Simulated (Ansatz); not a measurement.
CH$_{4}$BCl$_{2}$FO: several calculations on one system

Part 1: Relaxation

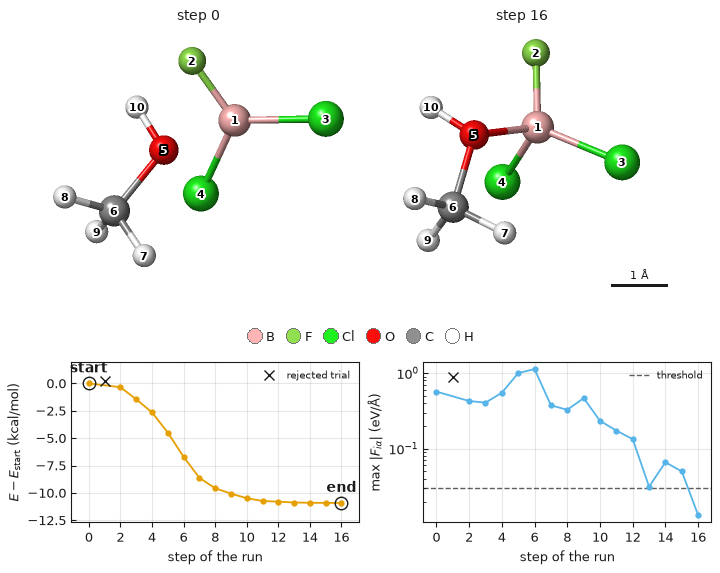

First and last geometry of a relaxation of CH$_{4}$BCl$_{2}$FO, with the history of the run. The picture is a ball-and-stick view, seen from a free direction.

The run prepares an end point of a later path (reaction) calculation, from a guessed geometry.

These are results of RKS CAM-B3LYP-D4/cc-pVDZ (Ansatz), not measurements.

Input file:
```yaml
crystal:
  periodic: [false, false, false]
  atoms:
    - { symbol: B, position_ang: [0.158431, 0.458295, -0.129561] }
    - { symbol: F, position_ang: [-0.185409, 0.545222, 1.148544] }
    - { symbol: Cl, position_ang: [1.829446, 0.679043, -0.586046] }
    - { symbol: Cl, position_ang: [-1.121558, 0.343649, -1.326676] }
    - { symbol: O, position_ang: [0.205625, -2.027844, 0.636325] }
    - { symbol: C, position_ang: [-0.672994, -2.997427, 0.093559] }
    - { symbol: H, position_ang: [-0.101019, -3.570123, -0.649179] }
    - { symbol: H, position_ang: [-1.036412, -3.699673, 0.862575] }
    - { symbol: H, position_ang: [-1.540535, -2.538812, -0.413146] }
    - { symbol: H, position_ang: [-0.245774, -1.56653, 1.378605] }
basis:
  gaussian: { orbitals: cc-pVDZ }
hamiltonian:
  xc: cam_b3lyp
  dispersion: d4
relax:
  f_tol: 0.03
  max_steps: 50
output:
  orbitals: {}
```

Command:
```bash
ansatz run input.yaml --threads 4 --pin off --max-ram 5120MiB --backend cpu --events-out ev --progress --plain --runs-dir out
```

Read the history and describe the run.

Answer. It converged. The largest move after the best rigid fit is that of Cl3, 1.13 Å. By element the largest moves are Cl 1.13 Å, H 0.85 Å, O 0.65 Å, B 0.62 Å, F 0.42 Å, C 0.32 Å. Near-neighbour distances that change, for instance: B1–O5 2.602 → 1.641 Å, B1–Cl4 1.756 → 1.835 Å, B1–Cl3 1.746 → 1.816 Å, O5–C6 1.417 → 1.448 Å. New bonds form, among them: B1–O5 (2.60 → 1.64 Å). Bond angles that change, for instance: Cl3–B1–Cl4 121.8° → 115.1°, F2–B1–Cl4 118.2° → 113.2°, O5–C6–H8 111.9° → 107.8°. The energy falls by 10.9 kcal/mol in 15 accepted moves (16 points after the start). The largest force component goes from 0.57 to 0.013 eV/Å. The line search rejected the trial step at point 1 of the run. The run took 40 s on 4 threads of Arm Neoverse V2, on a shared host, peak memory 0.33 GiB.

```
step  E − E(0), kcal/mol  largest force component, eV/Å      note
   0                0.00                         0.5695          
   1                0.20                         0.8882  rejected
   2               -0.34                         0.4275          
   3               -1.44                         0.4066          
   4               -2.65                         0.5497          
   5               -4.49                         0.9994          
   6               -6.70                         1.1320          
   7               -8.62                         0.3752          
   8               -9.57                         0.3268          
   9              -10.06                         0.4672          
  10              -10.48                         0.2341          
  11              -10.73                         0.1733          
  12              -10.80                         0.1340          
  13              -10.87                         0.0315          
  14              -10.90                         0.0662          
  15              -10.91                         0.0500          
  16              -10.92                         0.0132
```

Part 2: Relaxation

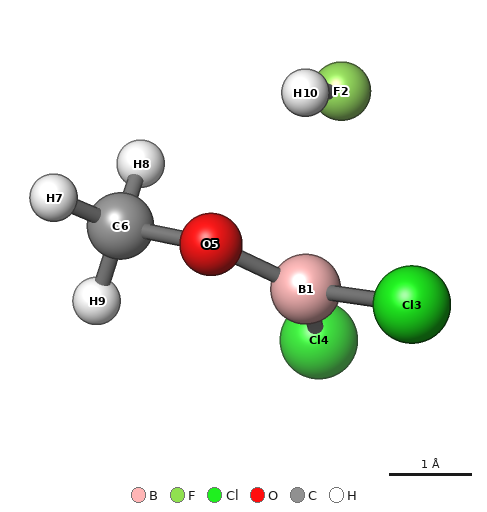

Starting structure of CH4BCl2FO. Style: ball-and-stick. Shown at a tilt.

The run prepares an end point of a later path (reaction) calculation, from a guessed geometry.

These are results of RKS CAM-B3LYP-D4/cc-pVDZ (Ansatz 0.2.0), not measurements.

The input:
```yaml
crystal:
  periodic: [false, false, false]
  atoms:
    - { symbol: B, position_ang: [0.119881, -0.448902, -0.537893] }
    - { symbol: F, position_ang: [-0.322249, -0.319021, 1.946385] }
    - { symbol: Cl, position_ang: [1.473618, 0.67535, -0.528901] }
    - { symbol: Cl, position_ang: [-1.457474, 0.064613, -1.126868] }
    - { symbol: O, position_ang: [0.38585, -1.746412, -0.175249] }
    - { symbol: C, position_ang: [-0.640063, -2.735565, -0.119083] }
    - { symbol: H, position_ang: [-0.150001, -3.694096, 0.095215] }
    - { symbol: H, position_ang: [-1.353355, -2.49256, 0.681959] }
    - { symbol: H, position_ang: [-1.178698, -2.799698, -1.075279] }
    - { symbol: H, position_ang: [0.412291, -0.877908, 1.854715] }
basis:
  gaussian: { orbitals: cc-pVDZ }
hamiltonian:
  xc: cam_b3lyp
  dispersion: d4
relax:
  f_tol: 0.03
  max_steps: 50
```

Launched with:
```bash
ansatz run input.yaml --threads 4 --pin off --max-ram 5120MiB --backend cpu --events-out ev --progress --plain --runs-dir out
```

Question: What does the optimiser find from here?

Answer: Over 10 accepted moves (12 points after the start) the energy falls by 1.46 kcal/mol. The largest force component goes from 1.1 to 0.018 eV/Å. The line search rejected the trial steps at points 2, 6 of the run. The atom that moves furthest after the best rigid fit is F2 (0.57 Å). Largest moves by element: F 0.57 Å, Cl 0.40 Å, H 0.27 Å, O 0.17 Å, B 0.16 Å, C 0.13 Å. Near-neighbour distances that change, for instance: B1–O5 1.373 → 1.345 Å, O5–C6 1.426 → 1.435 Å, F2–H10 0.928 → 0.934 Å. The run took 31 s on 4 threads of Arm Neoverse V2 (shared host), peak memory 0.34 GiB.

The structure at the end:

```xyz
10

B     0.1210   -0.4032   -0.6862
F    -0.2334   -0.7479    2.3061
Cl    1.4174    0.7791   -0.6009
Cl   -1.3829   -0.0081   -1.5158
O     0.3335   -1.5990   -0.1078
C    -0.6585   -2.6333   -0.0357
H    -0.1303   -3.5562    0.2313
H    -1.3817   -2.3761    0.7497
H    -1.1674   -2.7548   -1.0004
H     0.3720   -1.0747    1.6746
```

After the run, drawn alike:

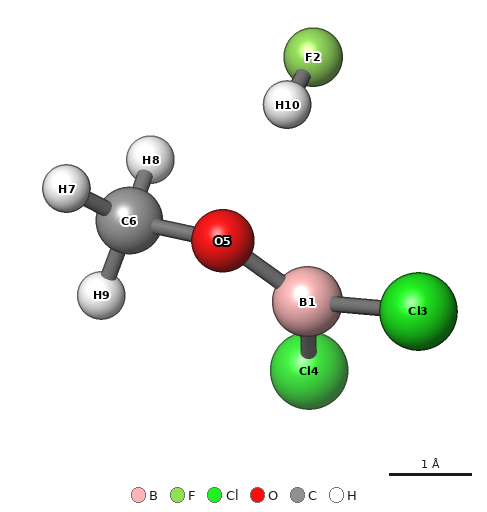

Limits of the set-up: the start holds two separate molecules, 2.2 Å apart at their closest, whose relative position is a soft coordinate.

Part 3: Path

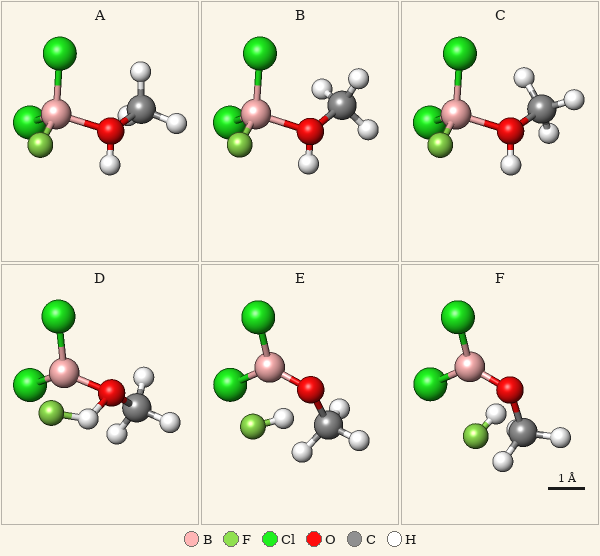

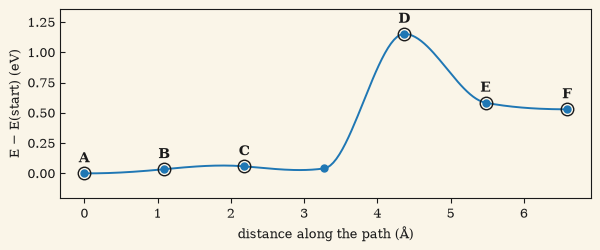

NEB run on CH₄BCl₂FO. Images are numbered from 0 (start) to 6 (end). Frames A to F are images 0, 1, 2, 4, 5, 6. The picture is a ball-and-stick view, seen at a tilt.

The calculation used RKS CAM-B3LYP-D4/cc-pVDZ in Ansatz 0.2.0. Run with 5 movable images; climbing image; force threshold 0.05 eV/Å; iteration limit 60; starting path through a guess of the saddle point.

### Read off the barrier and say what moves.

The path has more than one stage, and so few images may leave a stage unresolved. Breaking: B–F (1.36 → 3.03 Å), H–O (0.97 → 1.86 Å). Forming: F–H (2.39 → 0.93 Å). Forward barrier 1.15 eV, backward barrier 0.62 eV, with image 4 at the top; the reaction energy is +0.53 eV. The band converged in 24 iterations. The largest component of the band force went from 6.9 to 0.039 eV/Å. The climbing image converged on the top of the path. Its vibrational analysis gives one imaginary mode (906i cm⁻¹), as a transition state must have.

Cost: 4.1 min on 4 threads of Arm Neoverse V2, on a shared host, peak memory 0.34 GiB.
